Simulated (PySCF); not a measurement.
# C5H15NSi (Si(NMe2)Me3): the cost of one run

Programs: PySCF 2.14.0, with routines of our own; each step states its level. All values are computed. Atoms count from 0.

### 1 The starting structure

22 atoms, charge 0, multiplicity 1; geometry from: GFN2-xTB.

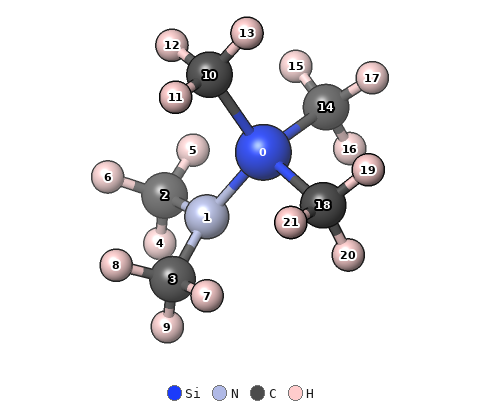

The starting geometry (silicon blue, nitrogen light blue, carbon dark grey, hydrogen pink).

### 2 Magnetic properties: GIAO KT3/def2-SVP

What the job is given:

```
{"job": {"kind": "mag", "xc": "KT3", "basis": "def2-SVP"}, "charge": 0, "multiplicity": 1}
Si    -0.031840    -0.000510    -0.636670
N     -0.231960     0.022170     1.085730
C      0.143050     1.183040     1.856230
C     -0.189300    -1.180250     1.881450
H     -0.521730     1.285630     2.719000
H      0.058750     2.074940     1.243600
H      1.173010     1.109810     2.228490
H     -0.528800    -2.025260     1.291640
H      0.822720    -1.392560     2.249640
H     -0.847190    -1.070870     2.748700
C      1.794490    -0.052190    -1.219330
H      2.285440    -0.971400    -0.910640
H      2.361860     0.774960    -0.800910
H      1.876030     0.012920    -2.300120
C     -0.842800     1.582590    -1.321220
H     -0.228960     2.460310    -1.146460
H     -1.813800     1.761360    -0.871140
H     -0.987120     1.501620    -2.393520
C     -0.934000    -1.533690    -1.313800
H     -1.040110    -1.459920    -2.390950
H     -1.928810    -1.633790    -0.892730
H     -0.388920    -2.448910    -1.106980
```

Level: GIAO KT3/def2-SVP magnetisability, rotational g tensor and spin-rotation constants, non-relativistic, gas phase.

On the command line:

```sh
> OMP_NUM_THREADS=1 python excited_run.py task.json out
```

One launch serves the whole session: the jobs run in the order shown.

Q: Estimate the wall time and peak memory of this first job on 1 thread of Arm Neoverse V1, shared host.

About 50 s, with a peak of 0.64 GiB.
